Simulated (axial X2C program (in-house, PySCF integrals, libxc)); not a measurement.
## Run report: CsH, relativistic diatomic calculation

CsH, single determinant with M_S = 0 and |Λ| = 0. Computed at this level: HF, spin-free X2C-1e, Cs dyall-v3z, H dyall-v3z (cores contracted) (axial X2C program (in-house, PySCF integrals, libxc)).

**What the run reported**

```tsv
quantity	value
outcome	converged
bond length rₑ	2.591 Å
ωₑ	854.0 cm⁻¹
energy at the minimum	−7783.66701 hartree
depth below the fragments	0.90 eV
hardware	1 thread of Arm Neoverse N1, 98 GiB of memory available, shared host
wall time	1.9 s
peak memory	0.29 GiB
```

**What is odd here**

This input holds a deliberate oddity: few iterations (maxit = 5.0). The program ran to the end. Its numbers are those of the input as typed; this run alone doesn't show how far the oddity moves them. Hartree–Fock lacks correlation, so it usually binds too weakly.

**Input file**
```
{"zs": [55, 1], "q": 0, "bas": ["dyall-v3z", "dyall-v3z"], "levels": ["PBE0", "HF", "PBEsol", "BLYP"], "cc": false, "r0": 2.64, "npts": 10, "nst": 2, "ntry": 6, "opt": {"maxit": 5}}
```

The line is the task of a batch: nuclear charges, charge, bases, the levels to run, a first guess of the distance and further settings. This report covers HF without spin-orbit coupling. The log is that of the reference distance 2.479 Å.

The run was one of a batch that the task file lists, launched with:
```bash
python <driver script> task.json out
```

**Log**
```
spin-free X2C-1e  HF
basis functions 136  fitting functions 691  grid points 5071
iter        total energy     max residual
   1      -7783.649190432     4.09e-01
   2      -7783.665809567     6.41e-03
   3      -7783.666261402     9.70e-03
   4      -7783.666326104     1.85e-03
   5      -7783.666331535     4.25e-04
   6      -7783.666331944     1.42e-04
   7      -7783.666331984     1.25e-05
   8      -7783.666331992     6.93e-06
   9      -7783.666331994     3.26e-06
  10      -7783.666331994     4.28e-07
converged
one-electron -10668.05733337  Coulomb 3064.45943387  exact exchange -191.80895149  xc functional 0.00000000  nuclear repulsion 11.74051900
```

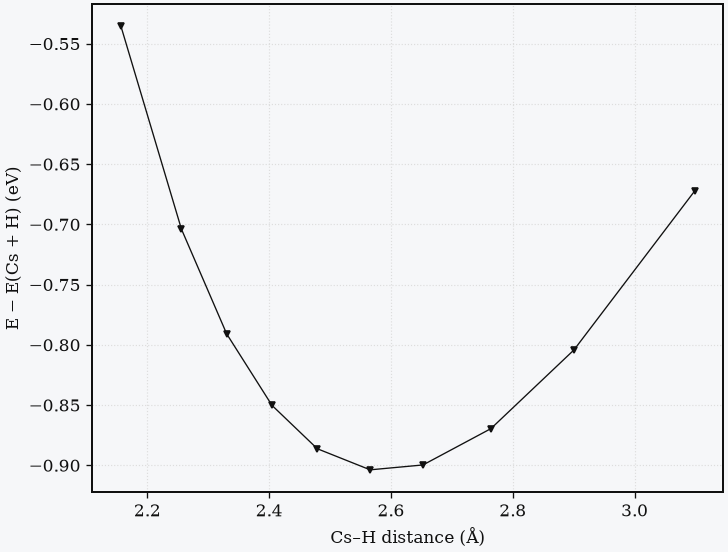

**Figure 1.** Energy at 10 bond lengths, for one set of occupations held fixed; the line joins the points. A polynomial of degree 6 through 9 points gives rₑ = 2.591 Å, ωₑ = 854.0 cm⁻¹, ωₑxₑ = 11 cm⁻¹ and Bₑ = 2.511 cm⁻¹. The minimum lies 0.90 eV below Cs + H, each computed as one determinant at the same level.
